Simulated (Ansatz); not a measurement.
Run report: ZrH4S3O, single-point calculation

System: ZrH4S3O, multiplicity 3.
Method: UKS BHLYP/def2-mTZVPP (Ansatz 0.2.0).

Some settings of this run were made unusual or wrong on purpose. The geometry comes from this level: PBE0-D4/def2-TZVP. Figures and captions count atoms from 1; the log counts them from 0 in places.

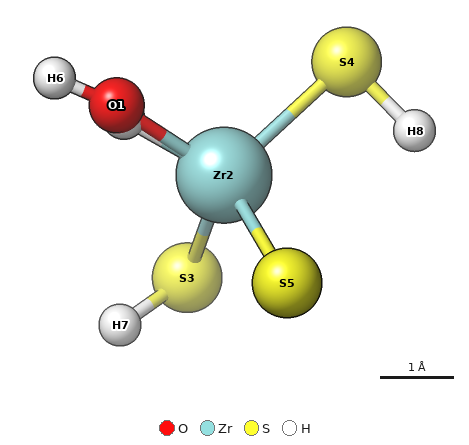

Fig. 1: The input geometry (ball-and-stick view, seen at a tilt; atoms are numbered from 1 in the order of the input). Sticks mark near contacts. Bond lengths as drawn: H–O 0.31 to 0.95 Å, H–S 1.35 Å, H–Zr 1.65 Å, O–Zr 1.89 Å and S–Zr 2.44 to 2.45 Å.

## Input file
```yaml
crystal:
  periodic: [false, false, false]
  atoms:
    - {symbol: O, position_ang: [-1.219188, 0.442500, -1.399631]}
    - {symbol: Zr, position_ang: [-0.167767, -0.074031, 0.088619]}
    - {symbol: S, position_ang: [-0.487495, 1.322689, 2.061210]}
    - {symbol: S, position_ang: [-0.780274, -2.337349, 0.746406]}
    - {symbol: S, position_ang: [2.211863, 0.075636, -0.454256]}
    - {symbol: H, position_ang: [-1.828857, 0.870856, -1.995685]}
    - {symbol: H, position_ang: [-0.124311, 2.417976, 1.362421]}
    - {symbol: H, position_ang: [0.423747, -2.485920, 1.335166]}
    - {symbol: H, position_ang: [-1.169188, 0.492500, -1.099631]}
basis:
  gaussian: {orbitals: def2-mTZVPP, point_charges: [{charge: 2.00, position_ang: [6.664, -0.567, 0.961]}]}
magnetization: {spin_polarized: true, initial_magnetization: 2}
hamiltonian: {xc: {name: BHLYP}}
output: {forces: true}
```

Launched with:
```bash
ansatz run in.yaml --threads 4 --pin off --events-out ev --progress --plain --max-ram 10444MiB
```

## What the program printed
```
Functional definition: BHLYP
  name "BHLYP"
  cite "Becke, J. Chem. Phys. 98, 1372 (1993) doi:10.1063/1.464304"
  cite "Becke, Phys. Rev. A 38, 3098 (1988) doi:10.1103/PhysRevA.38.3098"
  cite "Lee, Yang & Parr, Phys. Rev. B 37, 785 (1988) doi:10.1103/PhysRevB.37.785"
  parameter a = 0.5
  exchange = (1 - a)*b88_x + a*exact_x
  correlation = lyp_c
1519 factors; integrals over basis functions are off by at most 1.0e-3 eV
mean field evaluation 1: about -35786.5202 eV, gradient 6.7e1 eV
mean field evaluation 2: about -35772.0041 eV, gradient 8.0e1 eV
mean field evaluation 4: about -35800.5520 eV, gradient 1.4e1 eV
mean field evaluation 8: about -35802.1558 eV, gradient 8.7e-1 eV
mean field evaluation 16: about -35802.2014 eV, gradient 5.7e-2 eV
mean field evaluation 32: about -35802.2042 eV, gradient 6.6e-3 eV
mean field evaluation 64: about -35802.2042 eV, gradient 3.8e-7 eV
mean field -35802.20421029 eV, -1315.7067371225 hartree, gradient 3.8e-7 eV, S^2 2.007474; 6 other end points of the search recorded, 0 dependent functions left out
the calculation of the forces begins
reference -35802.20442624 eV, -1315.7067450586 hartree; 37, 35 occupied and 121, 123 virtual orbitals, 1519 factors
Total energy: -35802.20442624 eV, -1315.7067450586 hartree
Atom 0 at    -1.219188     0.442500    -1.399631 Å, force  -123.160483  -124.321088  -740.358755 eV/Å
Atom 1 at    -0.167767    -0.074031     0.088619 Å, force     4.247035    -3.129648     6.444609 eV/Å
Atom 2 at    -0.487495     1.322689     2.061210 Å, force     0.098317     0.412534     0.339246 eV/Å
Atom 3 at    -0.780274    -2.337349     0.746406 Å, force     0.119823    -0.201926     0.166300 eV/Å
Atom 4 at     2.211863     0.075636    -0.454256 Å, force     1.757884     0.080284    -0.182693 eV/Å
Atom 5 at    -1.828857     0.870856    -1.995685 Å, force     0.564255    -0.216176     1.216059 eV/Å
Atom 6 at    -0.124311     2.417976     1.362421 Å, force    -0.133715    -0.010725     0.114799 eV/Å
Atom 7 at     0.423747    -2.485920     1.335166 Å, force    -0.196389    -0.192296    -0.104087 eV/Å
Atom 8 at    -1.169188     0.492500    -1.099631 Å, force   117.195194   127.522531   732.488023 eV/Å
Dipole moment:    -1.681736     0.680554    -1.100311 e Å
```

## Outcome

| quantity | value |
| --- | --- |
| outcome | converged |
| total energy | −35802.2044 eV |
| ⟨S²⟩ | 2.007 |
| SCF solution under orbital rotations | stable |
| largest force (length of the vector) | 760.760 eV/Å |
| dipole moment | 10.19 D |
| hardware | 4 threads of Arm Neoverse V2, 23 GiB of memory available, shared host |
| wall time | 24 s (CPU time 93 s) |
| peak memory | 0.73 GiB |

## What went wrong

A setting was made wrong on purpose: two atoms are placed far too close. The program still converged, but the numbers can't be taken as results for the intended system.
